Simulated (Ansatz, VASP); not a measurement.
# CrSBr in two plane-wave programs

Aim: how closely do two programs agree when they are given the same cell, functional and k mesh? The cell comes out of earlier VASP steps on this material, which relaxed, scaled or displaced it; both programs get it as it stands.

Program: Ansatz 0.2.0. Level of theory: plane waves, with VASP 6.6.1 beside it; relaxation of the atoms at LDA and band structure at LDA. Results are calculated unless marked as measured.

### Step 1. Starting point

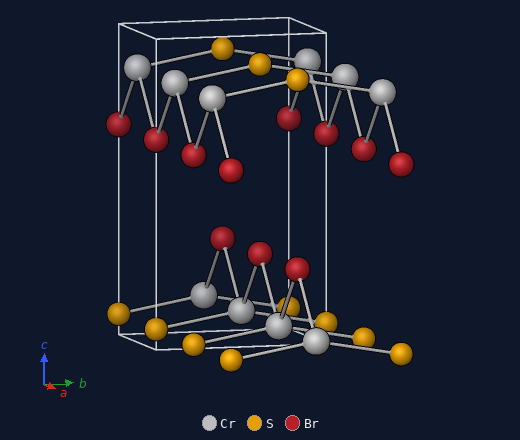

The starting structure, seen slightly off an axis (chromium light grey, sulfur orange, bromine red). 3×1×1 cells are drawn. Some periodic images of atoms are drawn too.

Coordinates:

```xyz
6
Lattice="3.5582 0.0000 0.0000 0.0000 4.7555 0.0000 0.0000 0.0000 8.3940" Properties=species:S:1:pos:R:3 pbc="T T T"
Cr    1.7791    0.0000    7.4139
Cr    0.0000    2.3777    0.9801
S     1.7791    2.3777    7.8365
S     0.0000    0.0000    0.5576
Br    0.0000    0.0000    5.6763
Br    1.7791    2.3777    2.7177
```

### Step 2. VASP: relaxation of the atoms, LDA

A relaxation sums small force errors into a geometry.

Lines of VASP's logs that name or quote its potential files are left out, and so is its time.

INCAR reads:

```
SYSTEM = CrSBr
PREC = Accurate
ENCUT = 400
EDIFF = 1E-06
NELM = 100
ISMEAR = 0
SIGMA = 0.02
LREAL = .FALSE.
ALGO = Normal
GGA = CA
NBANDS = 34
ISPIN = 2
MAGMOM = 3 3 0 0 0 0
LMAXMIX = 4
LORBIT = 11
LWAVE = .FALSE.
LCHARG = .FALSE.
KPAR = 4
IBRION = 2
NSW = 30
ISIF = 2
EDIFFG = -0.003
```

POSCAR reads:

```
CrSBr
1.0
    3.5581582800      0.0000000000      0.0000000000
    0.0000000000      4.7554720000      0.0000000000
    0.0000000000      0.0000000000      8.3940420000
Cr S Br
2 2 2
Direct
    0.5000000000      0.0000000000      0.8832352131
    0.0000000000      0.5000000000      0.1167647869
    0.5000000000      0.5000000000      0.9335756368
    0.0000000000      0.0000000000      0.0664243632
    0.0000000000      0.0000000000      0.6762294748
    0.5000000000      0.5000000000      0.3237705252
```

KPOINTS reads:

```
Automatic mesh
0
Gamma
8 6 4
0 0 0
```

Potentials, in the order of the species: Cr_pv, S and Br (LDA family, release 64).

The run is started by

```sh
mpirun -np 4 vasp_std
```

Numbers of over 12 decimals in the logs are rounded to 6 here.

The log of the run:

```text
[banner, memory and clock lines left out]
running    4 mpi-ranks, on    1 nodes
 distrk:  each k-point on    1 cores,    4 groups
 distr:  one band on    1 cores,    1 groups

 POSCAR found type information on POSCAR CrS Br
 POSCAR found :  3 types and       6 ions
 LDA part: xc-table for (Slater(with rela. corr.)+CA(PZ))
 , standard interpolation
 POSCAR, INCAR and KPOINTS ok, starting setup
 FFT: planning ... GRIDC
 FFT: planning ... GRID_SOFT
 FFT: planning ... GRID
 WAVECAR not read
 entering main loop
       N       E                     dE             d eps       ncg     rms          rms(c)
DAV:   1     0.401521396416E+03    0.40152E+03   -0.22250E+04  9160   0.113E+03
DAV:   2    -0.587289151788E+01   -0.40739E+03   -0.38941E+03  9196   0.322E+02
DAV:   3    -0.412352280260E+02   -0.35362E+02   -0.34783E+02  9736   0.958E+01
DAV:   4    -0.421187821906E+02   -0.88355E+00   -0.88190E+00  9472   0.153E+01
DAV:   5    -0.421449335333E+02   -0.26151E-01   -0.26148E-01 11740   0.246E+00    0.185E+01
DAV:   6    -0.407661897383E+02    0.13787E+01   -0.35293E+01  9628   0.497E+01    0.184E+01
DAV:   7    -0.385554554924E+02    0.22107E+01   -0.16654E+01  9316   0.428E+01    0.750E+00
DAV:   8    -0.384764581138E+02    0.78997E-01   -0.14985E+00  8652   0.733E+00    0.320E+00
DAV:   9    -0.384559207062E+02    0.20537E-01   -0.24985E-01 10598   0.385E+00    0.134E+00
DAV:  10    -0.384459563814E+02    0.99643E-02   -0.61751E-02  9158   0.228E+00    0.586E-01
DAV:  11    -0.384457735435E+02    0.18284E-03   -0.48636E-03 10418   0.416E-01    0.270E-01
DAV:  12    -0.384458666267E+02   -0.93083E-04   -0.38901E-04 10388   0.119E-01    0.149E-01
DAV:  13    -0.384458477470E+02    0.18880E-04   -0.87642E-05  9554   0.563E-02    0.616E-02
DAV:  14    -0.384458400746E+02    0.76724E-05   -0.40379E-05  9642   0.298E-02    0.230E-02
DAV:  15    -0.384458410127E+02   -0.93805E-06   -0.76646E-06  8546   0.167E-02
   1 F= -.38445841E+02 E0= -.38445841E+02  d E =-.384458E+02  mag=     6.0000
[...]
2 F= -.38446083E+02 E0= -.38446083E+02  d E =-.242094E-03  mag=     6.0000
[...]
3 F= -.38446187E+02 E0= -.38446187E+02  d E =-.346243E-03  mag=     6.0000
[...]
4 F= -.38446187E+02 E0= -.38446187E+02  d E =-.346434E-03  mag=     6.0000
[...]
5 F= -.38446203E+02 E0= -.38446203E+02  d E =-.159353E-04  mag=     6.0000
[...]
6 F= -.38446210E+02 E0= -.38446210E+02  d E =-.224834E-04  mag=     6.0000
[...]
7 F= -.38446222E+02 E0= -.38446222E+02  d E =-.116333E-04  mag=     6.0000
 trial-energy change:   -0.000012  1 .order   -0.000011   -0.000015   -0.000008
 step:   2.4676(harm=  2.4676)  dis= 0.00141  next Energy=   -38.446226 (dE=-0.164E-04)
 bond charge predicted
       N       E                     dE             d eps       ncg     rms          rms(c)
DAV:   1    -0.384462042732E+02    0.17254E-04   -0.31227E-03  9328   0.592E-01    0.274E-02
DAV:   2    -0.384462276083E+02   -0.23335E-04   -0.24065E-04  8338   0.958E-02    0.164E-02
DAV:   3    -0.384462275839E+02    0.24350E-07   -0.44963E-06  8316   0.143E-02
   8 F= -.38446228E+02 E0= -.38446228E+02  d E =-.176534E-04  mag=     6.0000
 curvature:  -2.25 expect dE=-0.275E-06 dE for cont linesearch -0.156E-07
 trial: gam=-0.07018 g(F)=  0.122E-06 g(S)=  0.000E+00 ort = 0.410E-06 (trialstep = 0.138E+01)
 search vector abs. value=  0.185E-06
 reached required accuracy - stopping structural energy minimisation
```

Parts of OUTCAR (step 2):

```text
ion  position               nearest neighbor table
   1  0.500  0.000  0.883-   4 2.35   4 2.35   3 2.41   3 2.41   5 2.49   5 2.49
   2  0.000  0.500  0.117-   3 2.35   3 2.35   4 2.41   4 2.41   6 2.49   6 2.49
   3  0.500  0.500  0.934-   2 2.35   2 2.35   1 2.41   1 2.41
   4  0.000  0.000  0.066-   1 2.35   1 2.35   2 2.41   2 2.41
   5  0.000  0.000  0.676-   1 2.49   1 2.49
   6  0.500  0.500  0.324-   2 2.49   2 2.49

  LATTYP: Found a simple orthorhombic cell.
 ALAT       =     3.5581582800
 B/A-ratio  =     1.3364981616
 C/A-ratio  =     2.3590974149

 Subroutine GETGRP returns: Found  8 space group operations
 (whereof  4 operations were pure point group operations)

The static configuration has the point symmetry C_2v.
 The point group associated with its full space group is D_2h.

 Found     60 irreducible k-points:

   k-points           NKPTS =     60   k-points in BZ     NKDIM =     60   number of bands    NBANDS=     34

   dimension x,y,z NGX =    24 NGY =   32 NGZ =   56
   dimension x,y,z NGXF=    48 NGYF=   64 NGZF=  112

   ENCUT  =  400.0 eV  29.40 Ry    5.42 a.u.   5.80  7.75 13.69*2*pi/ulx,y,z

   NELECT =      50.0000    total number of electrons

 k-points in reciprocal lattice and weights: Automatic mesh
   0.00000000  0.00000000  0.00000000       0.005
   0.12500000  0.00000000  0.00000000       0.010
   0.25000000  0.00000000  0.00000000       0.010
   0.37500000  0.00000000  0.00000000       0.010
   0.50000000  0.00000000  0.00000000       0.005
   0.00000000  0.16666667  0.00000000       0.010
   0.12500000  0.16666667  0.00000000       0.021
   0.25000000  0.16666667  0.00000000       0.021
   0.37500000  0.16666667  0.00000000       0.021
[...]
0.37500000  0.50000000  0.50000000       0.010
   0.50000000  0.50000000  0.50000000       0.005

 average (electrostatic) potential at core
       1 -74.0017       2 -74.0017       3 -89.0852       4 -89.0852       5 -68.6059
       6 -68.6059

 E-fermi :   3.0885

 spin component 1
 k-point     1 :       0.0000    0.0000    0.0000
  band No.  band energies     occupation
    ...
     24       1.8923      1.00000
     25       1.9584      1.00000
     26       2.0416      1.00000
     27       2.6448      1.00000
     28       2.8781      1.00000
     29       3.2545      0.00000
     30       3.3285      0.00000
     31       4.7442      0.00000
     32       4.8928      0.00000
     33       6.8643      0.00000
    ...

 k-point     2 :       0.1250    0.0000    0.0000
  band No.  band energies     occupation
    ...
     24       1.9880      1.00000
     25       2.2058      1.00000
     26       2.2528      1.00000
     27       2.6552      1.00000
     28       2.8124      1.00000
     29       3.2786      0.00000
     30       3.3132      0.00000
     31       4.3772      0.00000
     32       4.5758      0.00000
     33       6.8677      0.00000
    ...

 k-point     3 :       0.2500    0.0000    0.0000
  band No.  band energies     occupation
    ...
     24       2.0770      1.00000
     25       2.3307      1.00000
     26       2.3517      1.00000
     27       2.6194      1.00000
     28       2.6898      1.00000
     29       3.2408      0.00000
     30       3.2693      0.00000
     31       4.2622      0.00000
     32       4.2769      0.00000
     33       6.8690      0.00000
    ...

 k-point     4 :       0.3750    0.0000    0.0000
  band No.  band energies     occupation
    ...
     24       2.1476      1.00000
     25       2.1782      1.00000
     26       2.2585      1.00000
     27       2.4041      1.00000
     28       2.6571      1.00000
     29       3.1892      0.00000
     30       3.2452      0.00000
     31       4.3708      0.00000
     32       4.5718      0.00000
     33       6.8670      0.00000
    ...

 k-point     5 :       0.5000    0.0000    0.0000
  band No.  band energies     occupation
    ...
     24       1.9371      1.00000
     25       2.0606      1.00000
     26       2.0606      1.00000
     27       2.5144      1.00000
     28       2.5144      1.00000
     29       3.2141      0.00000
     30       3.2141      0.00000
     31       4.6200      0.00000
     32       4.6200      0.00000
     33       6.8669      0.00000
    ...

 k-point     6 :       0.0000    0.1667    0.0000
  band No.  band energies     occupation
    ...
     24       2.0281      1.00000
     25       2.0995      1.00000
     26       2.1917      1.00000
     27       2.4118      1.00000
     28       2.4324      1.00000
     29       3.8146      0.00000
     30       4.3124      0.00000
     31       4.7934      0.00000
     32       4.9480      0.00000
     33       6.8668      0.00000
    ...

  Total       -3.8700591     -4.6185379     -1.1233050      0.0000000      0.0000000      0.0000000
  in kB      -43.6554180    -52.0984815    -12.6712142      0.0000000      0.0000000      0.0000000
  external PRESSURE =     -36.1417046 kB  Pullay stress =       0.0000000 kB

  energy-cutoff  :      400.00
  volume of cell :      142.03
      direct lattice vectors                 reciprocal lattice vectors
     3.558158280  0.000000000  0.000000000     0.281044271  0.000000000  0.000000000
     0.000000000  4.755472000  0.000000000     0.000000000  0.210284069  0.000000000
     0.000000000  0.000000000  8.394042000     0.000000000  0.000000000  0.119132118

 POSITION                                       TOTAL-FORCE (eV/Angst)
 -----------------------------------------------------------------------------------
      1.77908      0.00000      7.41589         0.000000      0.000000     -0.000976
      0.00000      2.37774      0.97816         0.000000      0.000000      0.000976
      1.77908      2.37774      7.83892         0.000000      0.000000     -0.000466
      0.00000      0.00000      0.55512         0.000000      0.000000      0.000466
      0.00000      0.00000      5.68316         0.000000      0.000000      0.000311
      1.77908      2.37774      2.71088         0.000000      0.000000     -0.000311
 -----------------------------------------------------------------------------------
    total drift:                                0.000000     -0.000000     -0.000000

  FREE ENERGIE OF THE ION-ELECTRON SYSTEM (eV)
  ---------------------------------------------------
  free  energy   TOTEN  =       -38.4462275839 eV

  energy  without entropy=      -38.4462275790  energy(sigma->0) =      -38.44622758

 reached required accuracy - stopping structural energy minimisation

 total charge
# of ion       s       p       d       tot
------------------------------------------
    1        0.286   6.280   4.119  10.685
    2        0.286   6.280   4.119  10.685
    3        1.332   2.388   0.000   3.720
    4        1.332   2.388   0.000   3.720
    5        1.614   3.225   0.024   4.863
    6        1.614   3.225   0.024   4.863
--------------------------------------------------
tot          6.463  23.785   8.286  38.534

 magnetization (x)
# of ion       s       p       d       tot
------------------------------------------
    1        0.040   0.030   2.775   2.845
    2        0.040   0.030   2.775   2.845
    3       -0.005  -0.084   0.000  -0.089
    4       -0.005  -0.084   0.000  -0.089
    5        0.001   0.017   0.007   0.025
    6        0.001   0.017   0.007   0.025
--------------------------------------------------
tot          0.071  -0.075   5.564   5.559

[... 6 further parts left out ...]
```

CONTCAR:

```
CrSBr
   1.00000000000000
     3.5581582799999998    0.0000000000000000    0.0000000000000000
     0.0000000000000000    4.7554720000000001    0.0000000000000000
     0.0000000000000000    0.0000000000000000    8.3940420000000007
  Cr              S               Br
     2     2     2
Direct
     0.5000000000000000    0.0000000000000000    0.8834701749558044
     0.0000000000000000    0.5000000000000000    0.1165298250441958
     0.5000000000000000    0.5000000000000000    0.9338671302940892
     0.0000000000000000    0.0000000000000000    0.0661328697059108
     0.0000000000000000    0.0000000000000000    0.6770470523306005
     0.5000000000000000    0.5000000000000000    0.3229529476693995
```

[end of part 1 of 3]

[Lines on the potential files, build, host, timing and source positions are cut from VASP's logs without a mark.]

[Logs are printed without paths, hosts, clocks, repeated set-up lines and the standing remarks that a program may print on its own settings, such as how far it seeks lower states.]

[Hosts, paths, dates, database ids (printed as entryN), source tags and the programs' standing remarks are cut or masked in the printed files.]
